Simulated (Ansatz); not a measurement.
**triplet BPH4: levels of theory compared**

We compute a comparison of 6 runs (U-r2SCAN0/STO-3G, U-revPBE/STO-3G, UB3LYP/STO-3G, USVWN5/STO-3G, UCCSDT(Q)/STO-3G, UCCSD(T)/STO-3G) of triplet BPH4. 

The results are computed with Ansatz 0.2.0.

53 further runs of the same task are left out: 53 set aside as unsound or not needed.

### 1 The structure to begin with

BPH4 has 6 atoms, charge 0, and is taken as a triplet. SMILES of the parent species: `BP`. The shape is that of a GFN2-xTB optimisation. That shape belongs to the parent species and isn't relaxed for this state.

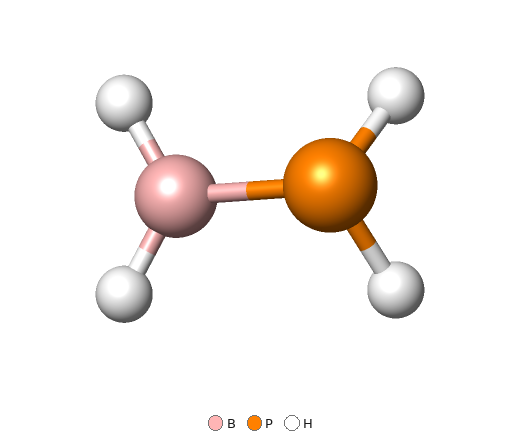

Viewed from a chosen angle; boron pink, phosphorus orange, hydrogen white.

### 2 A single-point energy at U-r2SCAN0/STO-3G (run 1)

The input, molecule.yaml:

```yaml
crystal:
  periodic: [false, false, false]
  atoms:
    - {symbol: B, position_ang: [0.002660, -0.867960, 0.118880]}
    - {symbol: P, position_ang: [0.378740, 0.928770, 0.259630]}
    - {symbol: H, position_ang: [-0.777460, -1.351190, 0.842930]}
    - {symbol: H, position_ang: [0.659230, -1.540870, -0.575930]}
    - {symbol: H, position_ang: [0.599110, 1.319050, -1.043720]}
    - {symbol: H, position_ang: [-0.862270, 1.512200, 0.398210]}
basis:
  gaussian:
    orbitals: STO-3G
magnetization:
  spin_polarized: true
  initial_magnetization: 2
hamiltonian:
  xc: {name: r2SCAN0}
accuracy: high
```

Started as:

```console
$ ansatz run molecule.yaml --threads 1 --pin off --max-ram 2610MiB --events-out events.jsonl --progress --plain --runs-dir runs
```

The log of the run:

```text
Warning: RAYON_NUM_THREADS=1 ignored (pool sized by the plan → 1); use --threads N
Functional definition: r2SCAN0
  name "r2SCAN0"
  parameter a = 0.25
  parameter k0 = 0.174
  parameter k1 = 0.065
  parameter a1 = 4.9479
  exchange = (1 - a)*r2scan_x(k0 = k0, k1 = k1, a1 = a1) + a*exact_x
  correlation = r2scan_c
314 factors; integrals over basis functions are off by at most 5.1e-9 eV
mean field evaluation 1: about -9908.7735 eV, gradient 1.4e1 eV
mean field evaluation 2: about -9909.4731 eV, gradient 9.6e0 eV
mean field evaluation 4: about -9910.3912 eV, gradient 2.1e-1 eV
mean field evaluation 8: about -9910.3629 eV, gradient 5.0e-3 eV
mean field evaluation 16: about -9910.3629 eV, gradient 3.4e-6 eV
mean field -9910.36293248 eV, -364.1991202833 hartree, gradient 3.9e-8 eV, S^2 2.006070; 0 other end points of the search recorded, 0 dependent functions left out
reference -9910.36293315 eV, -364.1991203080 hartree; 13, 11 occupied and 5, 7 virtual orbitals, 314 factors
Total energy: -9910.36293315 eV, -364.1991203080 hartree
```

It took 3.3 s on 1 thread of AMD EPYC 7R13 (Zen 3), shared host; peak memory 0.24 GiB.

### 3 A single-point energy at U-revPBE/STO-3G (run 2)

The input, run.yaml:

```yaml
crystal:
  periodic: [false, false, false]
  atoms:
    - {symbol: B, position_ang: [0.002660, -0.867960, 0.118880]}
    - {symbol: P, position_ang: [0.378740, 0.928770, 0.259630]}
    - {symbol: H, position_ang: [-0.777460, -1.351190, 0.842930]}
    - {symbol: H, position_ang: [0.659230, -1.540870, -0.575930]}
    - {symbol: H, position_ang: [0.599110, 1.319050, -1.043720]}
    - {symbol: H, position_ang: [-0.862270, 1.512200, 0.398210]}
basis:
  gaussian: {orbitals: STO-3G}
accuracy: high
magnetization: {spin_polarized: true, initial_magnetization: 2}
hamiltonian: {xc: {name: revPBE}}
```

Started as:

```console
$ ansatz run run.yaml --threads 1 --pin off --max-ram 2610MiB --events-out events.jsonl --progress --plain --runs-dir runs
```

The log of the run:

```text
Warning: RAYON_NUM_THREADS=1 ignored (pool sized by the plan → 1); use --threads N
Functional definition: revPBE
  name "revPBE"
  parameter kappa = 1.245
  parameter beta = 0.06672455060314922
  exchange = pbe_x(kappa = kappa, mu = beta*pi^2/3)
  correlation = pbe_c(beta = beta)
314 factors; integrals over basis functions are off by at most 5.1e-9 eV
mean field evaluation 1: about -9906.9302 eV, gradient 1.6e1 eV
mean field evaluation 2: about -9898.0741 eV, gradient 3.0e1 eV
mean field evaluation 4: about -9909.2288 eV, gradient 1.6e0 eV
mean field evaluation 8: about -9909.2172 eV, gradient 1.5e-2 eV
mean field evaluation 16: about -9909.2172 eV, gradient 2.1e-6 eV
mean field evaluation 32: about -9907.7727 eV, gradient 2.0e0 eV
mean field -9909.21717730 eV, -364.1570145571 hartree, gradient 6.6e-8 eV, S^2 2.003496; 4 other end points of the search recorded, 0 dependent functions left out
reference -9909.21717955 eV, -364.1570146398 hartree; 13, 11 occupied and 5, 7 virtual orbitals, 314 factors
Total energy: -9909.21717955 eV, -364.1570146398 hartree
```

Run time: 1.3 s. Hardware: 1 thread of AMD EPYC 7R13 (Zen 3), shared host; peak memory 0.15 GiB.

Runs 3 to 4 aren't shown in full; the table further down has their settings and results.

### 4 A single-point energy at UCCSDT(Q)/STO-3G (run 5)

The input, in.yaml:

```yaml
basis:
  gaussian:
    orbitals: STO-3G
crystal:
  periodic: [false, false, false]
  atoms:
    - {symbol: B, position_ang: [0.002660, -0.867960, 0.118880]}
    - {symbol: P, position_ang: [0.378740, 0.928770, 0.259630]}
    - {symbol: H, position_ang: [-0.777460, -1.351190, 0.842930]}
    - {symbol: H, position_ang: [0.659230, -1.540870, -0.575930]}
    - {symbol: H, position_ang: [0.599110, 1.319050, -1.043720]}
    - {symbol: H, position_ang: [-0.862270, 1.512200, 0.398210]}
accuracy: high
magnetization:
  spin_polarized: true
  initial_magnetization: 2
scf:
  omitted_lower_state_checks: [cluster_reference, increment]
correlation:
  method: ccsdt_q
  frozen_orbitals: {B: 1, H: 0, P: 5}
```

Started as:

```console
$ ansatz run in.yaml --threads 1 --pin off --max-ram 2610MiB --events-out events.jsonl --progress --plain --runs-dir runs
```

The log of the run, shortened:

```text
Warning: RAYON_NUM_THREADS=1 ignored (pool sized by the plan → 1); use --threads N
Functional definition: HF
  name "HF"
[...]
314 factors; integrals over basis functions are off by at most 5.1e-9 eV
[...]
mean field -9889.41896777 eV, -363.4294437765 hartree, gradient 1.0e-8 eV, S^2 2.013668; 0 other end points of the search recorded, 0 dependent functions left out
6 core orbitals not correlated: weight in the atoms' cores, before any rotation towards them, 1.000 or more for the frozen orbitals, at most 0.000 for the correlated occupied ones
reference -9889.41896777 eV, -363.4294437765 hartree; 7, 5 occupied and 5, 7 virtual orbitals, 314 factors
second order -1.60099031 eV of doubles, -0.00000000 eV of singles
cycle   1  -2.09939306 eV  change   -5.0e-1 eV  update   5.9e-2
[...]
cycle  26  -2.43256637 eV  change  -1.2e-10 eV  update  8.0e-10
perturbative correction -0.00028364 eV, -0.0000104234 hartree
Total energy: -9891.85181778 eV, -363.5188493653 hartree
Checks for a lower state left out: cluster_reference, increment
```

It took 0.76 s on 1 thread of AMD EPYC 7R13 (Zen 3), shared host.

### 5 A single-point energy at UCCSD(T)/STO-3G (run 6)

The input, in.yaml:

```yaml
crystal:
  periodic: [false, false, false]
  atoms:
    - symbol: B
      position_ang: [0.002660, -0.867960, 0.118880]
    - symbol: P
      position_ang: [0.378740, 0.928770, 0.259630]
    - symbol: H
      position_ang: [-0.777460, -1.351190, 0.842930]
    - symbol: H
      position_ang: [0.659230, -1.540870, -0.575930]
    - symbol: H
      position_ang: [0.599110, 1.319050, -1.043720]
    - symbol: H
      position_ang: [-0.862270, 1.512200, 0.398210]
basis:
  gaussian:
    orbitals: STO-3G
magnetization:
  spin_polarized: true
  initial_magnetization: 2
correlation:
  method: ccsd_t
  frozen_orbitals: {B: 1, H: 0, P: 5}
accuracy: high
scf:
  omitted_lower_state_checks: [cluster_reference, increment]
```

Started as:

```console
$ ansatz run in.yaml --threads 1 --pin off --max-ram 2610MiB --events-out events.jsonl --progress --plain --runs-dir runs
```

The log of the run, shortened:

```text
Warning: RAYON_NUM_THREADS=1 ignored (pool sized by the plan → 1); use --threads N
[... 2 set-up lines as earlier in the session ...]
[...]
314 factors; integrals over basis functions are off by at most 5.1e-9 eV
[...]
mean field -9889.41896777 eV, -363.4294437765 hartree, gradient 1.0e-8 eV, S^2 2.013668; 0 other end points of the search recorded, 0 dependent functions left out
6 core orbitals not correlated: weight in the atoms' cores, before any rotation towards them, 1.000 or more for the frozen orbitals, at most 0.000 for the correlated occupied ones
reference -9889.41896777 eV, -363.4294437765 hartree; 7, 5 occupied and 5, 7 virtual orbitals, 314 factors
second order -1.60099031 eV of doubles, -0.00000000 eV of singles
cycle   1  -2.09939303 eV  change   -5.0e-1 eV  update   5.8e-2
[...]
cycle  23  -2.40717288 eV  change  -3.9e-10 eV  update   1.2e-9
perturbative correction -0.01727622 eV, -0.0006348895 hartree
Total energy: -9891.84341687 eV, -363.5185406376 hartree
Checks for a lower state left out: cluster_reference, increment
```

Run time: 0.18 s. Hardware: 1 thread of AMD EPYC 7R13 (Zen 3), shared host.

### 6 All runs side by side

```csv
run,level,frozen core orbitals,energy (Eh),⟨S²⟩,wall time
1,U-r2SCAN0/STO-3G,–,-364.199120,2.006,3.3 s
2,U-revPBE/STO-3G,–,-364.157015,2.003,1.3 s
3,UB3LYP/STO-3G,–,-364.237031,2.003,1.3 s
4,USVWN5/STO-3G,–,-362.596241,2.002,0.81 s
5,UCCSDT(Q)/STO-3G,6,-363.518849,2.014,0.76 s
6,UCCSD(T)/STO-3G,6,-363.518541,2.014,0.18 s
```

### 7 What came out

| quantity | value |
| --- | --- |
| run 6: total energy | -363.51854 Eh |
| run 6: correlation energy (6 core orbitals frozen) | -89.1 mEh |
| run 6: (T) correction | -0.63 mEh |
| run 6: ⟨S²⟩ of the reference determinant | 2.014 |
| run 6: T1 diagnostic | 0.009 |

In words: Totals of different functionals can't be ranked against each other. In runs 1, 2, 3, 4, 5, 6 the basis is minimal, so the values are rough. All runs together took 7.7 s, the longest 3.3 s.
